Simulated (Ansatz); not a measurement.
# Rh, response to strain

Start from Rh in the fcc (Cu type) structure (space group Fm-3m, No. 225; a = 3.802 Å; relaxed with 0.1 eV smearing). Axes: x, y, z lie along the cube axes.

Strains are applied to the cell and any free atomic positions relax; under biaxial strain the out-of-plane vector relaxes too.

Calculations: r2SCAN/PAW in Ansatz (a quantum-chemistry and plane-wave program), scalar-relativistic without spin-orbit coupling.

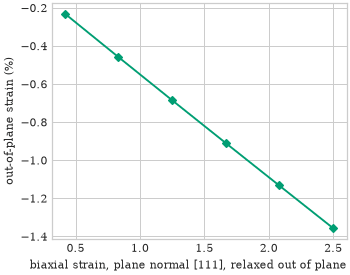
Fig. 1. Out-of-plane strain against biaxial strain, plane normal [111], relaxed out of plane

```tsv
biaxial strain, plane normal [111], relaxed out of plane (%)	out-of-plane strain
0.42	-0.23 %
0.83	-0.46 %
1.25	-0.69 %
1.67	-0.91 %
2.08	-1.13 %
2.5	-1.36 %
```

No phonon test of stability was made. All final runs are without spin polarisation. Rh lies near a magnetic instability that expansion can trigger; it was not tested.
